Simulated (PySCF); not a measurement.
## Electronic structure of C$_{3}$H$_{11}$NP$_{2}$Si in real space

```yaml
atoms:
  - { symbol: C, position_ang: [-1.2425, 1.8614, -0.1852] }
  - { symbol: N, position_ang: [-1.0034, 0.4443, -0.1288] }
  - { symbol: C, position_ang: [-2.1353, -0.4330, -0.2817] }
  - { symbol: C, position_ang: [0.2667, 0.0002, -0.0236] }
  - { symbol: Si, position_ang: [0.6318, -1.8363, 0.3561] }
  - { symbol: P, position_ang: [1.5322, 1.1729, -0.0709] }
  - { symbol: P, position_ang: [3.2472, -0.1180, -0.0536] }
  - { symbol: H, position_ang: [-2.3098, 2.0674, -0.2050] }
  - { symbol: H, position_ang: [-0.7957, 2.3487, 0.6867] }
  - { symbol: H, position_ang: [-0.7667, 2.2929, -1.0734] }
  - { symbol: H, position_ang: [-1.8583, -1.3207, -0.8486] }
  - { symbol: H, position_ang: [-2.5347, -0.7478, 0.6883] }
  - { symbol: H, position_ang: [-2.9232, 0.0860, -0.8269] }
  - { symbol: H, position_ang: [1.0762, -2.4921, -0.8736] }
  - { symbol: H, position_ang: [-0.5987, -2.4641, 0.8538] }
  - { symbol: H, position_ang: [1.6133, -1.9306, 1.4391] }
  - { symbol: H, position_ang: [4.0619, 0.8274, -0.6687] }
  - { symbol: H, position_ang: [3.7302, 0.2477, 1.2044] }
```

Geometry: GFN2-xTB.

Theory: PBE0/pcSseg-1, SCF density, gas phase, non-relativistic (PySCF).

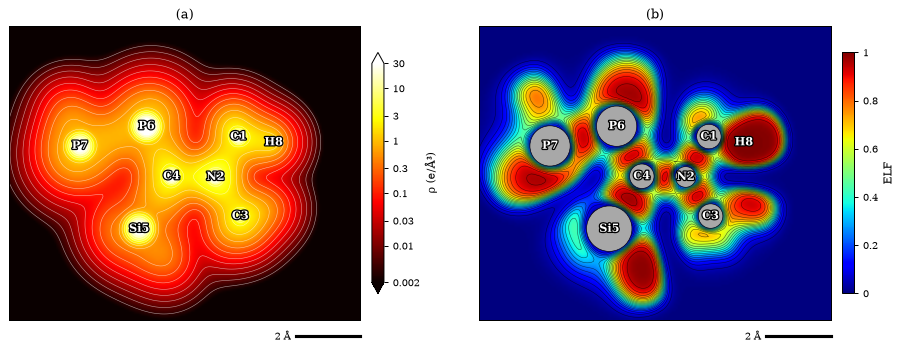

Figure 1. (a) total electron density; (b) electron localisation function on the plane of atoms N2, C4 and P6. Grey discs cover the atomic cores in the ELF map.

Describe what can be read from this map.

Answer. The section cuts through C, N, Si, P and H sites. C–N (1.35 Å): ρ at the midpoint is about 2.3 e/Å³; the ELF peaks at about 0.90 between the atoms, as expected for localised, covalent bonding. C–P (1.73 Å): ρ is about 1.3 e/Å³ halfway; the ELF peaks at about 0.95 between the atoms, as expected for localised, covalent bonding. C–Si (1.91 Å): ρ is about 0.89 e/Å³ halfway; the ELF peaks at about 0.95 between the atoms (a shared electron pair). P–P (2.15 Å): ρ is about 0.89 e/Å³ halfway; the ELF peaks at about 0.95 between the atoms: a shared electron pair. C–H (1.09 Å): ρ at the midpoint is about 2 e/Å³; the ELF climbs to about 1 towards the hydrogen, as it does in any bond to H (an ordinary covalent bond to hydrogen). The ELF also peaks beside P7 and P6, away from the bonds: lone-pair regions.

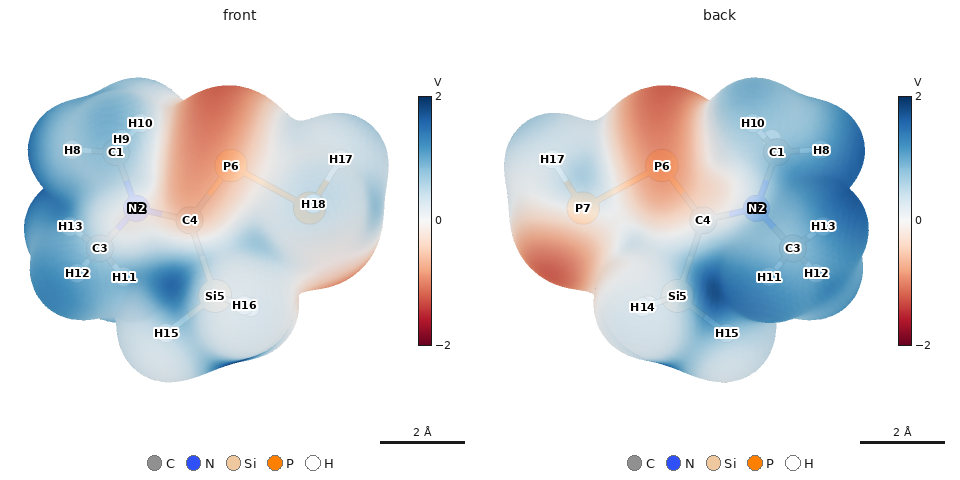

Figure 2. The electrostatic potential painted on the density surface at 0.004 e/bohr³, seen from the front and from behind; the colour scale runs from red (negative) to blue (positive).

Where is the surface potential most negative and most positive?

Answer. The most negative region (about −1.2 V) lies over P7, the most positive (about +1.7 V) over Si5.

How polar is the molecule by this calculation?

Answer. Its dipole moment is 3.49 D.
